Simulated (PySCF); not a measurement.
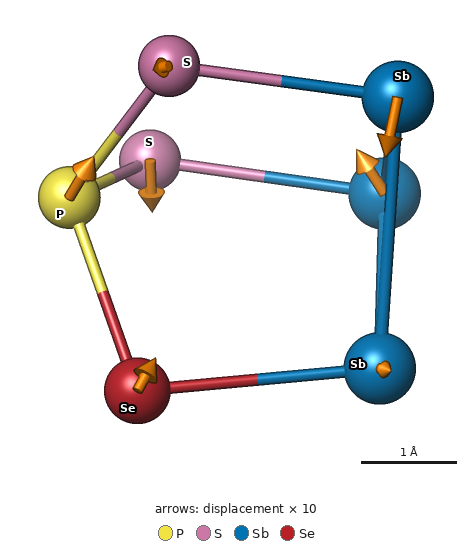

A relaxation of Sb3PSeS2. The starting structure is drawn; orange arrows show the displacements, 10 times their true length. The two geometries are superimposed by the best rigid fit.

A ball-and-stick model, seen face on.

The start comes from GFN2-xTB. Its atoms were then displaced at random by about 0.03 Å.

Level of theory: PySCF, PBE0-D3(BJ)/def2-SVP geometry optimisation, gas phase. 

What happened in the run?

Answer. The largest move after the best rigid fit is that of a Sb atom, 0.066 Å. By element the largest moves are Sb 0.066 Å, S 0.062 Å, P 0.061 Å, Se 0.043 Å. Among the contacts that change: P–S 2.176 → 2.094 Å, Sb–Sb 2.922 → 2.857 Å, S–Sb 2.498 → 2.456 Å, Sb–Sb 2.826 → 2.856 Å. Among the angles between lasting bonds that change: S–P–Se 107.8° → 104.7°, S–P–S 102.6° → 105.6°, Sb–Sb–S 93.2° → 95.6°. Over 8 geometry steps the energy falls by 2.20 kcal/mol. Cost: 11 min on 1 thread of Intel(R) Xeon(R) Processor @ 2.50GHz, on a shared host.
